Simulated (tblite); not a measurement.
## Run report: C$_{7}$H$_{14}$O$_{2}$P (charge −1), geometry relaxation (part 1 of 3)

System: C$_{7}$H$_{14}$O$_{2}$P, charge −1.
Method: GFN2-xTB geometry optimisation, gas phase (tblite 0.8.0).

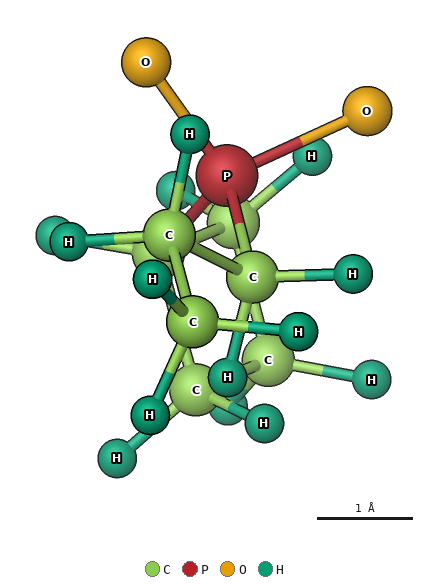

The structure as given in the input (ball-and-stick view, seen at an oblique angle). Bond lengths as drawn: C–C 1.49 to 1.54 Å, C–H 1.09 to 1.13 Å, C–P 1.78 to 1.80 Å and O–P 1.54 to 1.71 Å.

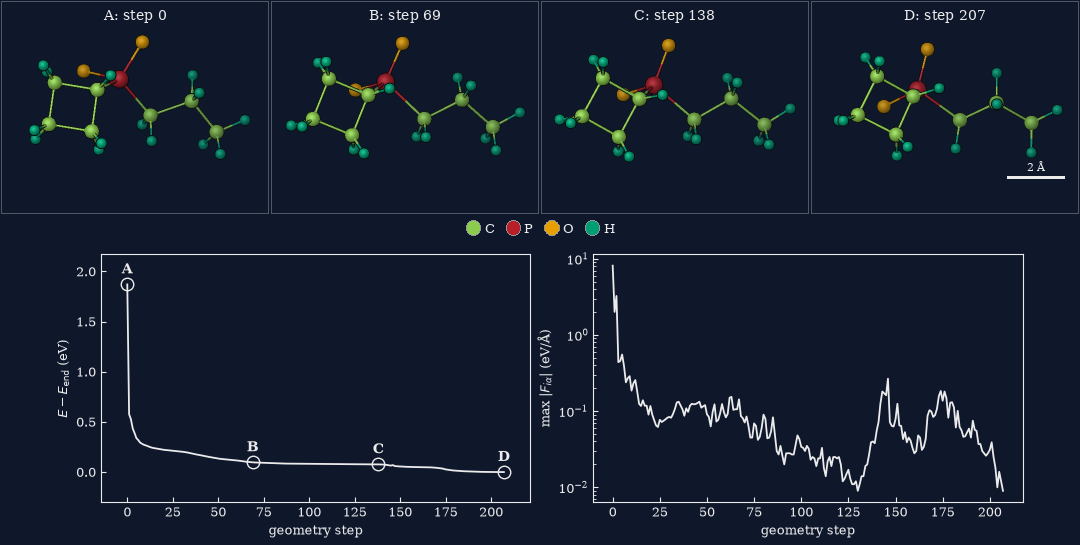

Frames of the relaxation (ball-and-stick view, seen at a tilt) above the curves, on which the letters mark them (steps are counted from 0).

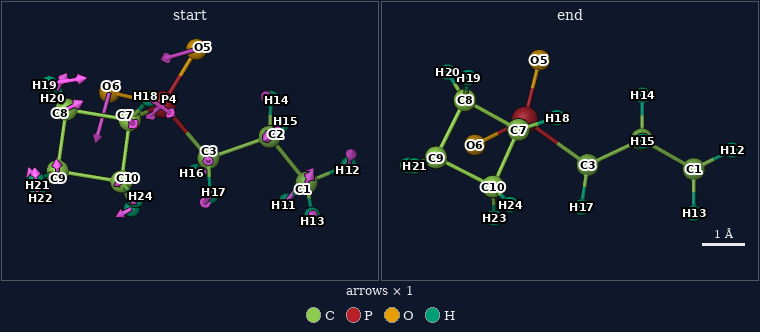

Before (left) and after (right) the relaxation, at one scale (ball-and-stick view, seen at a tilt). The pink arrows give the displacements, at true length. O6 moves most after the best rigid fit: 1.30 Å. By element the largest moves are O 1.30 Å, H 1.06 Å, P 0.79 Å, C 0.56 Å. Among the contacts that change: P4–O6 1.713 → 1.490 Å, C3–P4 1.784 → 1.876 Å, P4–C7 1.798 → 1.874 Å, P4–O5 1.537 → 1.491 Å. Among the angles that change: C3–P4–C7 114.4° → 100.1°, O5–P4–O6 105.4° → 119.0°, C9–C10–H23 107.7° → 114.9°. After 207 geometry steps the energy has fallen by 1.871 eV. Largest force component: 8.1 eV/Å at the start, 0.009 eV/Å at the end. (Atoms are counted from 1 in the order of the input.)

The input and output of the run follow.

### Input
```
{"job": {"kind": "relax", "xc": "GFN2-xTB", "basis": "xTB"}, "charge": -1, "multiplicity": 1}
C     -3.624900     0.301600    -0.387800
C     -2.430500     0.553200     0.463800
C     -1.276400    -0.360400     0.000300
P      0.177700    -0.084200     0.996000
O     -0.221400     0.813900     2.177400
O      0.717800    -1.550400     1.699300
C      1.581200     0.581800     0.090700
C      2.852500    -0.222100     0.384700
C      2.867000    -0.638500    -1.055600
C      1.565400     0.140400    -1.333500
H     -3.791400    -0.812700    -0.447700
H     -4.539400     0.756300     0.087500
H     -3.490000     0.710600    -1.393400
H     -2.616000     0.374400     1.541300
H     -2.068300     1.596800     0.344500
H     -1.617900    -1.412100     0.082600
H     -1.148500    -0.135900    -1.072000
H      1.730100     1.670500     0.236100
H      3.719800     0.379200     0.661900
H      2.629800    -1.025800     1.121000
H      3.745400    -0.247900    -1.587200
H      2.716300    -1.730100    -1.215400
H      0.807900    -0.579100    -1.630500
H      1.701900     0.940200    -2.089400
```

The first line tells a small driver script what to run in tblite; the rest is the geometry in Å.

Launched with:
```bash
OMP_NUM_THREADS=1 python <driver script> task.json out
```

### Output
```
step      E/eV     max force
  0    -898.82568    9.278
  1    -900.12022    2.231
  2    -900.17005    3.551
  3    -900.26226    0.606
  4    -900.30783    0.581
  5    -900.35817    0.747
  6    -900.37737    0.550
  7    -900.40183    0.323
  8    -900.41397    0.372
  9    -900.42357    0.337
 10    -900.42964    0.203
 11    -900.43649    0.287
 12    -900.44387    0.321
 13    -900.45072    0.210
 14    -900.45558    0.142
 15    -900.45894    0.138
 16    -900.46182    0.166
 17    -900.46504    0.154
 18    -900.46871    0.163
 19    -900.47215    0.112
 20    -900.47468    0.118
 21    -900.47655    0.101
 22    -900.47833    0.085
 23    -900.48027    0.079
 24    -900.48221    0.084
 25    -900.48398    0.099
 26    -900.48564    0.094
 27    -900.48736    0.086
 28    -900.48923    0.095
 29    -900.49127    0.132
 30    -900.49347    0.122
 31    -900.49583    0.103
 32    -900.49845    0.104
 33    -900.50165    0.141
 34    -900.50569    0.187
 35    -900.51037    0.175
 36    -900.51486    0.140
 37    -900.51847    0.120
 38    -900.52142    0.118
 39    -900.52449    0.124
 40    -900.52801    0.115
 41    -900.53182    0.132
 42    -900.53572    0.134
 43    -900.53969    0.129
 44    -900.54349    0.138
 45    -900.54616    0.175
 46    -900.54941    0.160
 47    -900.55211    0.139
 48    -900.55607    0.136
 49    -900.55873    0.146
 50    -900.56252    0.121
 51    -900.56487    0.101
 52    -900.56663    0.076
 53    -900.56801    0.102
 54    -900.56944    0.148
 55    -900.57094    0.105
 56    -900.57263    0.101
 57    -900.57432    0.116
 58    -900.57617    0.158
 59    -900.57826    0.127
 60    -900.58041    0.100
 61    -900.58275    0.105
 62    -900.58539    0.179
 63    -900.58834    0.190
 64    -900.59114    0.115
 65    -900.59347    0.106
 66    -900.59535    0.121
 67    -900.59706    0.168
 68    -900.59869    0.105
 69    -900.60011    0.083
 70    -900.60113    0.078
 71    -900.60185    0.098
 72    -900.60246    0.072
 73    -900.60302    0.055
 74    -900.60363    0.055
 75    -900.60421    0.080
 76    -900.60487    0.073
 77    -900.60555    0.060
 78    -900.60624    0.053
 79    -900.60701    0.075
 80    -900.60790    0.097
 81    -900.60882    0.083
 82    -900.60957    0.061
 83    -900.61017    0.057
 84    -900.61076    0.069
 85    -900.61145    0.092
 86    -900.61206    0.053
 87    -900.61240    0.032
 88    -900.61259    0.035
 89    -900.61278    0.037
 90    -900.61298    0.026
 91    -900.61318    0.025
 92    -900.61334    0.038
 93    -900.61354    0.036
 94    -900.61378    0.033
 95    -900.61401    0.032
 96    -900.61423    0.034
 97    -900.61446    0.039
 98    -900.61475    0.052
 99    -900.61508    0.048
100    -900.61540    0.038
101    -900.61569    0.035
102    -900.61596    0.032
103    -900.61621    0.036
104    -900.61646    0.032
105    -900.61670    0.028
106    -900.61694    0.031
107    -900.61716    0.030
108    -900.61736    0.024
109    -900.61752    0.029
110    -900.61767    0.027
111    -900.61780    0.038
112    -900.61791    0.024
113    -900.61801    0.022
114    -900.61810    0.024
115    -900.61821    0.026
116    -900.61831    0.027
117    -900.61840    0.025
118    -900.61848    0.027
119    -900.61858    0.031
120    -900.61870    0.029
121    -900.61880    0.022
122    -900.61886    0.015
123    -900.61891    0.016
124    -900.61896    0.017
125    -900.61902    0.018
126    -900.61908    0.017
127    -900.61912    0.016
128    -900.61916    0.015
129    -900.61920    0.016
130    -900.61924    0.012
131    -900.61928    0.016
132    -900.61932    0.018
133    -900.61939    0.016
134    -900.61949    0.021
135    -900.61961    0.022
136    -900.61978    0.032
137    -900.62002    0.045
138    -900.62036    0.046
139    -900.62084    0.044
140    -900.62147    0.062
141    -900.62236    0.090
142    -900.62382    0.146
143    -900.62632    0.210
144    -900.62993    0.200
145    -900.63203    0.190
146    -900.62712    0.313
147    -900.63694    0.080
148    -900.63788    0.071
149    -900.63974    0.066
150    -900.64165    0.100
151    -900.64112    0.136
152    -900.64343    0.074
153    -900.64375    0.074
154    -900.64460    0.044
155    -900.64526    0.054
156    -900.64596    0.046
157    -900.64649    0.046
158    -900.64687    0.043
159    -900.64715    0.037
160    -900.64743    0.033
161    -900.64771    0.037
162    -900.64799    0.051
163    -900.64825    0.054
164    -900.64850    0.040
165    -900.64884    0.043
166    -900.64930    0.051
167    -900.65015    0.096
168    -900.65136    0.124
169    -900.65288    0.139
170    -900.65449    0.107
171    -900.65637    0.111
172    -900.65825    0.113
173    -900.66109    0.172
174    -900.66513    0.219
175    -900.67051    0.185
176    -900.67319    0.218
177    -900.67613    0.160
178    -900.67893    0.103
179    -900.68082    0.139
180    -900.68225    0.147
181    -900.68421    0.124
182    -900.68564    0.064
183    -900.68659    0.119
184    -900.68766    0.081
185    -900.68855    0.058
186    -900.68930    0.052
187    -900.69001    0.055
188    -900.69071    0.061
189    -900.69138    0.061
190    -900.69209    0.057
191    -900.69283    0.076
192    -900.69322    0.074
193    -900.69405    0.067
194    -900.69451    0.042
195    -900.69496    0.038
196    -900.69529    0.032
197    -900.69557    0.030
198    -900.69583    0.030
199    -900.69607    0.035
200    -900.69628    0.033
201    -900.69633    0.044
202    -900.69653    0.026
203    -900.69662    0.020
204    -900.69669    0.012
205    -900.69674    0.016
206    -900.69677    0.015
207    -900.69680    0.009
```

### Trajectory as extended XYZ (Å, eV, eV/Å), 20 of the 208 frames kept, from step=0 to step=207
```
24
Properties=species:S:1:pos:R:3:forces:R:3 step=0 energy=-898.82568
C    -3.6249    0.3016   -0.3878   -1.6330  -0.6610   0.2240
C    -2.4305    0.5532    0.4638    1.4170   0.2890   0.5420
C    -1.2764   -0.3604    0.0003   -1.8240  -0.0620  -1.3970
P     0.1777   -0.0842    0.9960    1.5500  -4.1980   8.1270
O    -0.2214    0.8139    2.1774    0.4440  -0.3240  -2.0740
O     0.7178   -1.5504    1.6993   -1.8410   4.1970  -3.1730
C     1.5812    0.5818    0.0907    0.2950   1.2430   0.3420
C     2.8525   -0.2221    0.3847   -0.2740   0.1000   0.8720
C     2.8670   -0.6385   -1.0556    0.1060  -0.9220  -1.1470
C     1.5654    0.1404   -1.3335    1.4300  -0.3440  -1.5480
H    -3.7914   -0.8127   -0.4477   -0.0370   1.0860  -0.1180
H    -4.5394    0.7563    0.0875    0.7030  -0.3700  -0.6370
H    -3.4900    0.7106   -1.3934   -0.1530  -0.1790   0.1610
H    -2.6160    0.3744    1.5413    0.0840   0.1100  -0.6050
H    -2.0683    1.5968    0.3445   -0.3110  -0.4660   0.2630
H    -1.6179   -1.4121    0.0826    0.4350   0.3890   0.0790
H    -1.1485   -0.1359   -1.0720    0.1480  -0.1890   0.1500
H     1.7301    1.6705    0.2361   -0.3930  -0.4000   0.0400
H     3.7198    0.3792    0.6619   -0.0590  -0.1000   0.2730
H     2.6298   -1.0258    1.1210    0.2490   0.5310  -0.4220
H     3.7454   -0.2479   -1.5872   -0.1440  -0.4090  -0.1460
H     2.7163   -1.7301   -1.2154    0.4940   0.6420  -0.0330
H     0.8079   -0.5791   -1.6305   -0.3510   0.3870   0.0270
H     1.7019    0.9402   -2.0894   -0.3360  -0.3510   0.1990
24
Properties=species:S:1:pos:R:3:forces:R:3 step=11 energy=-900.43649
C    -3.6756    0.2997   -0.3841    0.0340   0.0340   0.0620
C    -2.4251    0.5509    0.4533    0.0760  -0.0420  -0.0270
C    -1.2864   -0.3393    0.0052    0.0610  -0.0100  -0.0090
P     0.1764   -0.1396    1.1749    0.0590  -0.2320   0.1590
O    -0.1562    0.8640    2.2258    0.0310   0.1510   0.0150
O     0.5598   -1.5123    1.6209    0.0220  -0.0320  -0.0400
C     1.5620    0.5603    0.0983   -0.0850  -0.0530  -0.0310
C     2.8687   -0.1981    0.3743   -0.0470   0.0620  -0.0010
C     2.9104   -0.6554   -1.0906    0.0360  -0.0100   0.0390
C     1.6135    0.1130   -1.3689    0.0280   0.0010   0.0120
H    -3.8602   -0.7730   -0.4546   -0.0550   0.0630   0.0130
H    -4.5504    0.7740    0.0575   -0.0350   0.0430  -0.0310
H    -3.5364    0.6892   -1.3936   -0.0440  -0.0380   0.0290
H    -2.6039    0.3521    1.5132   -0.0820   0.0190  -0.0900
H    -2.0974    1.5905    0.3718   -0.1250  -0.0240   0.0170
H    -1.5674   -1.3923    0.0979   -0.0130   0.0350   0.0010
H    -1.0489   -0.1518   -1.0426   -0.0380   0.0850   0.0090
H     1.6039    1.6425    0.2572    0.0170  -0.1280  -0.0310
H     3.7176    0.4044    0.7049   -0.0280   0.0120  -0.0570
H     2.7014   -1.0071    1.0876    0.0510   0.0540  -0.0550
H     3.7820   -0.3191   -1.6567   -0.0050   0.1030   0.0030
H     2.8231   -1.7325   -1.2240   -0.0350  -0.0430   0.0340
H     0.7773   -0.5242   -1.6546    0.1420  -0.0330  -0.0520
H     1.6999    0.9237   -2.0986    0.0360  -0.0160   0.0340
24
Properties=species:S:1:pos:R:3:forces:R:3 step=22 energy=-900.47833
C    -3.7045    0.3113   -0.3830   -0.0220   0.0120   0.0190
C    -2.4551    0.5499    0.4587    0.0400  -0.0080   0.0270
C    -1.2929   -0.3178    0.0248    0.0570  -0.0190   0.0030
P     0.1779   -0.1756    1.2061    0.0530  -0.0330  -0.0460
O    -0.0814    0.8644    2.2452   -0.0500  -0.0450  -0.0430
O     0.5402   -1.5529    1.6517   -0.0500   0.0030  -0.0250
C     1.5369    0.4966    0.0834   -0.0140   0.0010   0.0350
C     2.8821   -0.1856    0.3695   -0.0250   0.0220  -0.0120
C     2.9501   -0.6534   -1.0891   -0.0220  -0.0010  -0.0330
C     1.6361    0.0730   -1.3900   -0.0260   0.0540   0.0540
H    -3.9423   -0.7506   -0.4221   -0.0090  -0.0130   0.0280
H    -4.5552    0.8382    0.0448   -0.0760   0.0340  -0.0190
H    -3.5630    0.6625   -1.4048    0.0410  -0.0090  -0.0030
H    -2.6652    0.3393    1.5082   -0.0060  -0.0080   0.0310
H    -2.1619    1.5990    0.3934    0.0180   0.0140   0.0270
H    -1.5749   -1.3724    0.0609   -0.0360  -0.0080   0.0000
H    -1.0183   -0.0830   -1.0044   -0.0030   0.0510  -0.0010
H     1.5471    1.5772    0.2406   -0.0090  -0.0100  -0.0570
H     3.6950    0.4750    0.6761   -0.0180   0.0220  -0.0040
H     2.7820   -0.9917    1.0959   -0.0130   0.0220  -0.0120
H     3.8097   -0.2905   -1.6559    0.0470  -0.0070   0.0090
H     2.8749   -1.7323   -1.2092    0.0640  -0.0480   0.0100
H     0.8411   -0.5796   -1.7506    0.0400   0.0040   0.0600
H     1.7298    0.9190   -2.0757    0.0210  -0.0300  -0.0480
```
